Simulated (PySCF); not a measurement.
# CH5AlOS: geometry relaxation (part 1 of 2)

CH5AlOS, SMILES [CH3][Al]([OH])[SH], computed with MP2/STO-3G, RHF (PySCF 2.14.0).

The geometry comes from this level: PBE0-D4/def2-TZVP. Figures and captions count atoms from 1; the log counts them from 0 in places.

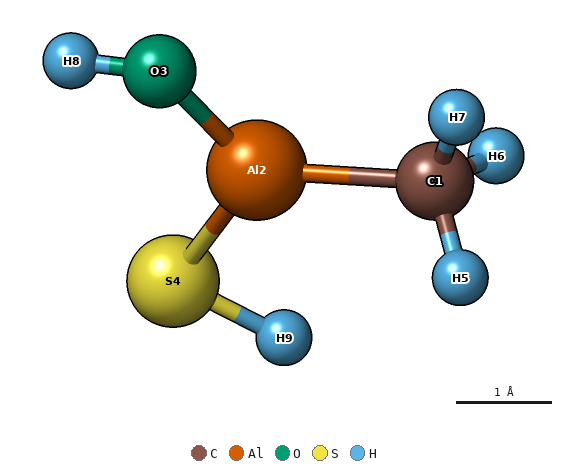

The input geometry (ball-and-stick view, seen at a tilt; atoms are numbered from 1 in the order of the input). Sticks mark near contacts.

The input (job.py):
```python
# [CH3][Al]([OH])[SH]
from pyscf import gto, mp
from pyscf.geomopt.geometric_solver import kernel as optimise

system = gto.M(
    atom='''
C       -0.068100       0.820400      -1.117800
Al       0.233100      -0.407800       0.349600
O        1.608100      -1.396500       0.346400
S       -1.137500      -0.593400       2.050300
H       -1.009200       0.601800      -1.630500
H       -0.128400       1.853800      -0.764400
H        0.739400       0.759000      -1.850700
H        1.824100      -2.025500       1.032100
H       -1.973200       0.342000       1.567800
''',
    verbose=3,
    max_memory=1860,
    charge=0,
    spin=0,
    basis='sto-3g',
)

hf = system.RHF()
hf.conv_tol = 1e-10
hf.kernel()
if not hf.converged:
    hf = hf.newton().run(hf.mo_coeff, hf.mo_occ)
pt = mp.MP2(hf, frozen=12).run()
converged, mol_eq = optimise(pt, maxsteps=60, convergence_set='GAU_TIGHT')
print('converged:', converged)
print(mol_eq.tostring())

hf.reset(mol_eq)
system = mol_eq
hf.kernel()
if not hf.converged:
    hf = hf.newton().run(hf.mo_coeff, hf.mo_occ)
pt = mp.MP2(hf, frozen=12).run()
e_final = pt.e_tot
print('E(%s) = %.9f' % ('MP2', e_final))
```

Hardware: 1 thread of Arm Neoverse V2, 24 GiB of memory available, shared host.

Run as:
```bash
OMP_NUM_THREADS=1 python job.py
```

The program's output:
```
converged SCF energy = -746.436816163814
E(RMP2) = -746.572021527941  E_corr = -0.135205364126573
E(SCS-RMP2) = -746.584670860925  E_corr = -0.147854697110596

#|     Arguments passed to driver run_optimizer():      |#
convergence_set           GAU_TIGHT
customengine              <pyscf.geomopt.geometric_solver.PySCFEngine object>
maxiter                   60
----------------------------------------------------------
Custom engine selected.
Bonds will be generated from interatomic distances less than 1.20 times sum of covalent radii
27 internal coordinates being used (instead of 27 Cartesians)
Internal coordinate system (atoms numbered from 1):
Distance 1-2
Distance 1-5
Distance 1-6
Distance 1-7
Distance 2-3
Distance 2-4
Distance 3-8
Distance 4-9
Angle 2-1-5
Angle 2-1-6
Angle 2-1-7
Angle 5-1-6
Angle 5-1-7
Angle 6-1-7
Angle 1-2-4
Angle 3-2-4
Angle 2-3-8
Angle 2-4-9
Out-of-Plane 2-1-3-4
Dihedral 5-1-2-3
Dihedral 5-1-2-4
Dihedral 6-1-2-3
Dihedral 6-1-2-4
Dihedral 7-1-2-3
Dihedral 7-1-2-4
Dihedral 1-2-3-8
Dihedral 4-2-3-8
Dihedral 1-2-4-9
Dihedral 3-2-4-9
Translation-X 1-9
Translation-Y 1-9
Translation-Z 1-9
Rotation-A 1-9
Rotation-B 1-9
Rotation-C 1-9
<class 'geometric.internal.Distance'> : 8
<class 'geometric.internal.Angle'> : 10
<class 'geometric.internal.OutOfPlane'> : 1
<class 'geometric.internal.Dihedral'> : 10
<class 'geometric.internal.TranslationX'> : 1
<class 'geometric.internal.TranslationY'> : 1
<class 'geometric.internal.TranslationZ'> : 1
<class 'geometric.internal.RotationA'> : 1
<class 'geometric.internal.RotationB'> : 1
<class 'geometric.internal.RotationC'> : 1
> ===== Optimization Info: ====
> Job type: Energy minimization
> Maximum number of optimization cycles: 60
> Initial / maximum trust radius (Angstrom): 0.100 / 0.300
> Convergence Criteria:
> Will converge when all 5 criteria are reached:
>  |Delta-E| < 1.00e-06
>  RMS-Grad  < 1.00e-05
>  Max-Grad  < 1.50e-05
>  RMS-Disp  < 4.00e-05
>  Max-Disp  < 6.00e-05
> === End Optimization Info ===

Geometry optimization cycle 1
Cartesian coordinates (Angstrom)
 Atom        New coordinates             dX        dY        dZ
   C  -0.068100   0.820400  -1.117800    0.000000  0.000000  0.000000
  Al   0.233100  -0.407800   0.349600    0.000000  0.000000 -0.000000
   O   1.608100  -1.396500   0.346400    0.000000  0.000000  0.000000
   S  -1.137500  -0.593400   2.050300    0.000000  0.000000  0.000000
   H  -1.009200   0.601800  -1.630500    0.000000  0.000000  0.000000
   H  -0.128400   1.853800  -0.764400    0.000000 -0.000000  0.000000
   H   0.739400   0.759000  -1.850700   -0.000000  0.000000  0.000000
   H   1.824100  -2.025500   1.032100    0.000000  0.000000  0.000000
   H  -1.973200   0.342000   1.567800    0.000000  0.000000  0.000000

WARN: Mole.unit (angstrom) is changed to Bohr

converged SCF energy = -746.436816163817
E(RMP2_Scanner) = -746.572021530018  E_corr = -0.135205366201954
E(SCS-RMP2_Scanner) = -746.584670862874  E_corr = -0.147854699057738
--------------- RMP2_Scanner gradients ---------------
         x                y                z
0 C    -0.0046430956     0.0156914514    -0.0179704158
1 Al     0.0035136849     0.0180765067    -0.0298428785
2 O     0.0154977226    -0.0547244151     0.0631039273
3 S    -0.0208707791    -0.0024573542     0.0253552934
4 H     0.0043393730     0.0006885801     0.0039524846
5 H    -0.0002953805    -0.0058009209    -0.0005806708
6 H    -0.0035984072    -0.0014952340     0.0058054867
7 H     0.0038761277     0.0316233682    -0.0498690410
8 H     0.0021807540    -0.0016019822     0.0000458141
----------------------------------------------
cycle 1: E = -746.57202153  dE = -746.572  norm(grad) = 0.117257
Step    0 : Gradient = 3.909e-02/8.495e-02 (rms/max) Energy = -746.5720215300
Hessian Eigenvalues: 2.30000e-02 2.30000e-02 2.30000e-02 ... 3.45561e-01 3.66761e-01 5.65102e-01

Geometry optimization cycle 2
Cartesian coordinates (Angstrom)
 Atom        New coordinates             dX        dY        dZ
   C  -0.053352   0.786932  -1.084760    0.014748 -0.033468  0.033040
  Al   0.221628  -0.409087   0.363244   -0.011472 -0.001287  0.013644
   O   1.591613  -1.325545   0.260662   -0.016487  0.070955 -0.085738
   S  -1.072861  -0.613089   2.011407    0.064639 -0.019689 -0.038893
   H  -0.996530   0.573154  -1.614269    0.012670 -0.028646  0.016231
   H  -0.109658   1.833407  -0.742309    0.018742 -0.020393  0.022091
   H   0.758586   0.729487  -1.827843    0.019186 -0.029513  0.022857
   H   1.687706  -1.941065   1.052392   -0.136394  0.084435  0.020292
   H  -1.938831   0.319606   1.564276    0.034369 -0.022394 -0.003524
converged SCF energy = -746.444562608671
E(RMP2_Scanner) = -746.583362561666  E_corr = -0.138799952995132
E(SCS-RMP2_Scanner) = -746.595971471648  E_corr = -0.151408862976415
--------------- RMP2_Scanner gradients ---------------
         x                y                z
0 C     0.0024426365    -0.0025746800     0.0012030728
1 Al     0.0139998286    -0.0073791248    -0.0039177744
2 O    -0.0213506159     0.0131111249     0.0032941299
3 S     0.0019599198    -0.0015055070     0.0001302545
4 H    -0.0010866934    -0.0018398774     0.0006534631
5 H     0.0004503676     0.0003073565     0.0021689489
6 H     0.0014626584    -0.0003169748    -0.0010272376
7 H     0.0029922052    -0.0010154808    -0.0016579304
8 H    -0.0008703068     0.0012131634    -0.0008469267
----------------------------------------------
cycle 2: E = -746.583362562  dE = -0.011341  norm(grad) = 0.0308794
Step    1 : Displace = 7.716e-02/1.617e-01 (rms/max) Trust = 1.000e-01 (=) Grad = 1.029e-02/2.527e-02 (rms/max) E (change) = -746.5833625617 (-1.134e-02) Quality = 0.969
Hessian Eigenvalues: 2.30000e-02 2.30000e-02 2.30000e-02 ... 3.45651e-01 4.33230e-01 5.76022e-01

Geometry optimization cycle 3
Cartesian coordinates (Angstrom)
 Atom        New coordinates             dX        dY        dZ
   C  -0.066271   0.798456  -1.087994   -0.012919  0.011524 -0.003234
  Al   0.244580  -0.417980   0.352000    0.022952 -0.008893 -0.011244
   O   1.628258  -1.364397   0.278683    0.036645 -0.038852  0.018021
   S  -1.051785  -0.616244   1.994005    0.021076 -0.003155 -0.017402
   H  -1.010404   0.591603  -1.617154   -0.013874  0.018450 -0.002885
   H  -0.127948   1.845231  -0.749460   -0.018290  0.011824 -0.007151
   H   0.734995   0.755409  -1.840973   -0.023591  0.025921 -0.013130
   H   1.655406  -1.952102   1.102347   -0.032300 -0.011038  0.049956
   H  -1.918531   0.313824   1.551345    0.020300 -0.005782 -0.012931
converged SCF energy = -746.444967994961
E(RMP2_Scanner) = -746.584570481836  E_corr = -0.139602486874744
E(SCS-RMP2_Scanner) = -746.5972676278  E_corr = -0.152299632838664
--------------- RMP2_Scanner gradients ---------------
         x                y                z
0 C     0.0002517693     0.0000126330    -0.0002705695
1 Al     0.0033945488    -0.0036437910     0.0017389468
2 O    -0.0064346307     0.0042442142     0.0005677869
3 S     0.0018599425     0.0002942678    -0.0023715000
4 H    -0.0002117963     0.0003525554    -0.0002788137
5 H    -0.0002210352     0.0003464247    -0.0002918240
6 H    -0.0001960858     0.0000051913     0.0001955952
7 H     0.0015515474    -0.0015940153     0.0006890935
8 H     0.0000057399    -0.0000174801     0.0000212848
----------------------------------------------
cycle 3: E = -746.584570482  dE = -0.00120792  norm(grad) = 0.0101426
Step    2 : Displace = 3.608e-02/6.082e-02 (rms/max) Trust = 1.414e-01 (+) Grad = 3.381e-03/7.729e-03 (rms/max) E (change) = -746.5845704818 (-1.208e-03) Quality = 1.178
Hessian Eigenvalues: 2.30000e-02 2.30000e-02 2.30000e-02 ... 3.44456e-01 3.90606e-01 5.64175e-01

Geometry optimization cycle 4
Cartesian coordinates (Angstrom)
 Atom        New coordinates             dX        dY        dZ
   C  -0.064918   0.797795  -1.088466    0.001354 -0.000661 -0.000472
  Al   0.247276  -0.417191   0.347998    0.002696  0.000789 -0.004003
   O   1.641119  -1.368708   0.271486    0.012861 -0.004311 -0.007198
   S  -1.053006  -0.617289   1.996854   -0.001221 -0.001045  0.002848
   H  -1.009380   0.588825  -1.615470    0.001025 -0.002778  0.001684
   H  -0.126163   1.843290  -0.747068    0.001785 -0.001941  0.002392
   H   0.735308   0.756848  -1.843493    0.000312  0.001439 -0.002519
   H   1.638875  -1.942142   1.105263   -0.016531  0.009960  0.002915
   H  -1.920811   0.312373   1.555697   -0.002280 -0.001451  0.004353
converged SCF energy = -746.444636175624
E(RMP2_Scanner) = -746.584692125946  E_corr = -0.140055950321897
E(SCS-RMP2_Scanner) = -746.597416254012  E_corr = -0.152780078387686
--------------- RMP2_Scanner gradients ---------------
         x                y                z
0 C     0.0000001826    -0.0005615524     0.0008107033
1 Al    -0.0000104271     0.0002438818    -0.0003430708
2 O     0.0007863939    -0.0004704244    -0.0001406998
3 S    -0.0006241560     0.0002512679     0.0002882044
4 H     0.0000533001    -0.0000062690    -0.0000813179
5 H     0.0000692261     0.0000171305    -0.0000636932
6 H     0.0001403673     0.0000555825    -0.0002226596
7 H    -0.0003800979     0.0005911802    -0.0004600151
8 H    -0.0000347889    -0.0001207970     0.0002125488
----------------------------------------------
cycle 4: E = -746.584692126  dE = -0.000121644  norm(grad) = 0.00184464
Step    3 : Displace = 8.899e-03/1.941e-02 (rms/max) Trust = 2.000e-01 (+) Grad = 6.149e-04/9.862e-04 (rms/max) E (change) = -746.5846921259 (-1.216e-04) Quality = 0.819
Hessian Eigenvalues: 2.29999e-02 2.30000e-02 2.30000e-02 ... 3.45690e-01 3.75671e-01 5.73298e-01

Geometry optimization cycle 5
Cartesian coordinates (Angstrom)
 Atom        New coordinates             dX        dY        dZ
   C  -0.066428   0.799378  -1.089176   -0.001510  0.001582 -0.000709
  Al   0.248832  -0.417472   0.346794    0.001555 -0.000281 -0.001204
   O   1.640517  -1.371266   0.275839   -0.000602 -0.002558  0.004353
   S  -1.050361  -0.617651   1.994621    0.002645 -0.000362 -0.002232
   H  -1.011774   0.589681  -1.614334   -0.002394  0.000856  0.001136
   H  -0.128435   1.844214  -0.745852   -0.002273  0.000924  0.001217
   H   0.732775   0.759655  -1.844965   -0.002532  0.002808 -0.001472
   H   1.639377  -1.945487   1.109599    0.000501 -0.003344  0.004336
   H  -1.916202   0.312749   1.550273    0.004610  0.000376 -0.005425
converged SCF energy = -746.444674740414
E(RMP2_Scanner) = -746.584700400929  E_corr = -0.140025660514984
E(SCS-RMP2_Scanner) = -746.597425466416  E_corr = -0.152750726001981
--------------- RMP2_Scanner gradients ---------------
         x                y                z
0 C    -0.0001348997    -0.0000061562     0.0001508912
1 Al     0.0000228924     0.0000525305    -0.0001000699
2 O     0.0000287929    -0.0000140099    -0.0000110173
3 S    -0.0000058935    -0.0000327001     0.0000541768
4 H    -0.0000081008     0.0000016623    -0.0000421101
5 H     0.0000135271     0.0000347821    -0.0000196784
6 H     0.0000531042    -0.0000319221    -0.0000069704
7 H     0.0000244935    -0.0000398601     0.0000320952
8 H     0.0000060838     0.0000356735    -0.0000573171
----------------------------------------------
cycle 5: E = -746.584700401  dE = -8.27498e-06  norm(grad) = 0.000273515
Step    4 : Displace = 4.216e-03/7.151e-03 (rms/max) Trust = 2.828e-01 (+) Grad = 9.117e-05/2.025e-04 (rms/max) E (change) = -746.5847004009 (-8.275e-06) Quality = 0.948
Hessian Eigenvalues: 2.29995e-02 2.30000e-02 2.30000e-02 ... 3.45009e-01 3.84512e-01 5.75792e-01

Geometry optimization cycle 6
Cartesian coordinates (Angstrom)
 Atom        New coordinates             dX        dY        dZ
   C  -0.065993   0.799350  -1.089585    0.000434 -0.000028 -0.000410
  Al   0.248577  -0.417380   0.346932   -0.000254  0.000092  0.000139
   O   1.640240  -1.370981   0.275729   -0.000277  0.000285 -0.000110
   S  -1.050359  -0.617819   1.994864    0.000002 -0.000168  0.000243
   H  -1.011411   0.589697  -1.614548    0.000363  0.000016 -0.000214
   H  -0.128099   1.844105  -0.746161    0.000336 -0.000108 -0.000310
   H   0.733060   0.759725  -1.845423    0.000284  0.000069 -0.000458
   H   1.639182  -1.945219   1.109432   -0.000195  0.000268 -0.000167
   H  -1.916896   0.312322   1.551561   -0.000694 -0.000427  0.001288
converged SCF energy = -746.44468335369
E(RMP2_Scanner) = -746.584700632666  E_corr = -0.140017278976198
E(SCS-RMP2_Scanner) = -746.597425107043  E_corr = -0.152741753353374
--------------- RMP2_Scanner gradients ---------------
         x                y                z
0 C    -0.0000439437     0.0000435281    -0.0000167038
1 Al     0.0000417114    -0.0000719780     0.0000609041
2 O    -0.0000133968     0.0000212954    -0.0000183372
3 S    -0.0000143302     0.0000184550    -0.0000108806
4 H     0.0000168123     0.0000053583    -0.0000048193
5 H     0.0000050909    -0.0000088671    -0.0000146054
6 H    -0.0000023593    -0.0000011744     0.0000053605
7 H     0.0000038217    -0.0000043204     0.0000021928
8 H     0.0000065938    -0.0000022969    -0.0000031109
----------------------------------------------
cycle 6: E = -746.584700633  dE = -2.31737e-07  norm(grad) = 0.000130969
Step    5 : Displace = 6.550e-04/1.529e-03 (rms/max) Trust = 3.000e-01 (+) Grad = 4.366e-05/1.031e-04 (rms/max) E (change) = -746.5847006327 (-2.317e-07) Quality = 1.155
Hessian Eigenvalues: 2.29753e-02 2.30000e-02 2.30001e-02 ... 3.58755e-01 4.03671e-01 5.75134e-01

Geometry optimization cycle 7
Cartesian coordinates (Angstrom)
 Atom        New coordinates             dX        dY        dZ
   C  -0.065877   0.799362  -1.089721    0.000116  0.000012 -0.000136
  Al   0.248588  -0.417260   0.346750    0.000011  0.000120 -0.000182
   O   1.640200  -1.371005   0.275825   -0.000040 -0.000024  0.000096
   S  -1.050174  -0.617915   1.994803    0.000185 -0.000096 -0.000061
   H  -1.011404   0.589697  -1.614514    0.000006 -0.000000  0.000034
   H  -0.128034   1.844083  -0.746151    0.000065 -0.000022  0.000010
   H   0.733084   0.759817  -1.845653    0.000024  0.000093 -0.000231
   H   1.638902  -1.945121   1.109606   -0.000280  0.000098  0.000175
   H  -1.916984   0.312141   1.551855   -0.000088 -0.000181  0.000295
converged SCF energy = -746.444685054675
E(RMP2_Scanner) = -746.584700635072  E_corr = -0.140015580397535
E(SCS-RMP2_Scanner) = -746.597425032229  E_corr = -0.152739977554426
--------------- RMP2_Scanner gradients ---------------
         x                y                z
0 C    -0.0000004441     0.0000022232    -0.0000022482
1 Al     0.0000105311    -0.0000164826     0.0000129637
2 O    -0.0000015894     0.0000056242    -0.0000080724
3 S    -0.0000074454     0.0000144174    -0.0000119979
4 H     0.0000007577    -0.0000015159     0.0000020181
5 H    -0.0000012357    -0.0000020608     0.0000018372
6 H    -0.0000013468     0.0000001119     0.0000027443
7 H     0.0000000466     0.0000008730    -0.0000013606
8 H     0.0000007261    -0.0000031903     0.0000041158
----------------------------------------------
cycle 7: E = -746.584700635  dE = -2.4063e-09  norm(grad) = 3.35128e-05
Step    6 : Displace = 2.242e-04/3.585e-04 (rms/max) Trust = 3.000e-01 (=) Grad = 1.117e-05/2.347e-05 (rms/max) E (change) = -746.5847006351 (-2.406e-09) Quality = 0.084
Hessian Eigenvalues: 2.27407e-02 2.30000e-02 2.30004e-02 ... 3.56646e-01 3.95028e-01 5.75698e-01

Geometry optimization cycle 8
Cartesian coordinates (Angstrom)
 Atom        New coordinates             dX        dY        dZ
   C  -0.065858   0.799398  -1.089791    0.000019  0.000036 -0.000070
  Al   0.248574  -0.417214   0.346700   -0.000015  0.000046 -0.000050
   O   1.640162  -1.371018   0.275897   -0.000038 -0.000013  0.000072
   S  -1.050073  -0.618019   1.994841    0.000101 -0.000104  0.000038
   H  -1.011401   0.589751  -1.614570    0.000004  0.000054 -0.000056
   H  -0.127997   1.844123  -0.746223    0.000037  0.000040 -0.000072
   H   0.733087   0.759846  -1.845742    0.000004  0.000029 -0.000089
   H   1.638766  -1.945085   1.109712   -0.000136  0.000036  0.000105
   H  -1.916959   0.312017   1.551977    0.000025 -0.000124  0.000122
converged SCF energy = -746.444684222387
E(RMP2_Scanner) = -746.584700647166  E_corr = -0.140016424778803
E(SCS-RMP2_Scanner) = -746.597425137596  E_corr = -0.152740915209782
```
